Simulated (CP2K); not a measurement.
Band structure of Al₃Sc (Pm-3m, 4 atoms in the cell).

```
Al3Sc
1.0
    4.02579     0.00000     0.00000
    0.00000     4.02579     0.00000
    0.00000     0.00000     4.02579
Sc Al
1 3
Direct
  0.00000   0.00000   0.00000
  0.00000   0.50000   0.50000
  0.50000   0.00000   0.50000
  0.50000   0.50000   0.00000
```

Method: PBE, GPW, DZVP-MOLOPT-SR-GTH basis, GTH-PBE potentials (GTH_POTENTIALS) (CP2K).

Settings: CUTOFF = 600 Ry; REL_CUTOFF = 50 Ry; SMEAR/METHOD = FERMI_DIRAC; ELECTRONIC_TEMPERATURE = 1578.21 K; KPOINTS/SCHEME = MONKHORST-PACK 7 7 7; XC_FUNCTIONAL = PBE; Sc/BASIS_SET = DZVP-MOLOPT-SR-GTH-q11; Sc/POTENTIAL = GTH-PBE-q11; Al/BASIS_SET = DZVP-MOLOPT-SR-GTH-q3; Al/POTENTIAL = GTH-PBE-q3; METHOD = GPW; EPS_DEFAULT = 1e-10; EXTRAPOLATION = USE_GUESS; NGRIDS = 5.

The starting cell has typed, rounded lattice constants, without a prior relaxation at this level. Its lattice was rescaled by a random factor within 2.5 % of one. Values carry the incompleteness of an atom-centred basis.

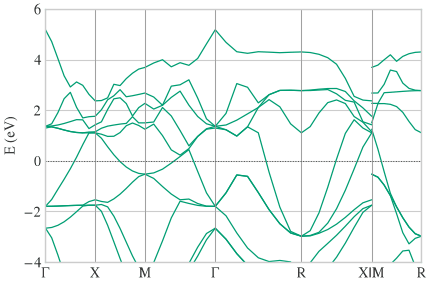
*Bands along the path, energies from the Fermi level.*

Levels in eV from the Fermi level, bands 7 to 12:
```json
[
 {"point": "Γ", "7": "-2.66", "8": "-1.80", "9": "-1.80", "10": "-1.80", "11": "1.30", "12": "1.36"},
 {"point": "X", "7": "-1.75", "8": "-1.75", "9": "-1.54", "10": "1.11", "11": "1.11", "12": "1.15"},
 {"point": "M", "7": "-5.68", "8": "-4.44", "9": "-0.53", "10": "-0.53", "11": "1.25", "12": "1.50"},
 {"point": "R", "7": "-4.85", "8": "-4.63", "9": "-2.98", "10": "-2.98", "11": "-2.98", "12": "1.11"}
]
```

Bands cross the Fermi level along this path, so the cell is metallic at this level.

Higher empty bands are left out: an atom-centred basis made for the valence describes them poorly.
